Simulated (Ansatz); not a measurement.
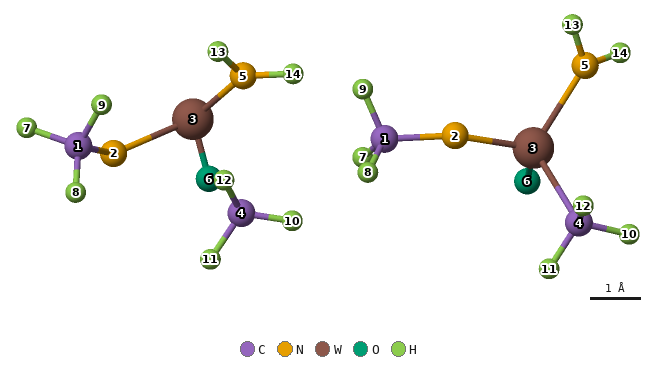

Two geometries of C2H8N2OW (coarse preliminary run), drawn at one scale. One is the start of a relaxation, the other its converged end. Style: ball-and-stick. Shown at a tilt.

Theory: RKS PBE-D4/def2-SVP (Ansatz 0.2.0). Settings: force threshold 0.03 eV/Å; at most 200 steps.

**Which one is relaxed?**

The right one is the relaxed one. The start comes from a force field. The largest move after the best rigid fit is that of H9, 1.46 Å. Largest moves by element: H 1.46 Å, W 1.37 Å, N 1.21 Å, C 0.47 Å, O 0.33 Å. Some distances before and after: W3–C4 3.251 → 2.135 Å, W3–H10 3.816 → 2.724 Å, W3–H11 3.804 → 2.732 Å, W3–H12 3.598 → 2.734 Å. New bonds form, among them: W3–C4 (3.25 → 2.13 Å). Among the angles between lasting bonds that change: N2–W3–O6 85.0° → 113.1°, C1–N2–W3 138.5° → 153.1°, W3–N5–H14 135.9° → 122.3°. Groups turn about C1–N2 by about 125°. After 30 accepted moves (32 points after the start) the energy has fallen by 21.514 eV. Largest force component: 66 eV/Å at the start, 0.012 eV/Å at the end. The line search rejected the trial steps at points 20, 31 of the run. The forces were under the threshold at step 26, but the run went on from there. Cost: 76 s on 4 threads of Arm Neoverse V2, on a shared host.

Limits of the set-up: the start holds two separate molecules, 2.7 Å apart at their closest, whose relative position is a soft coordinate.
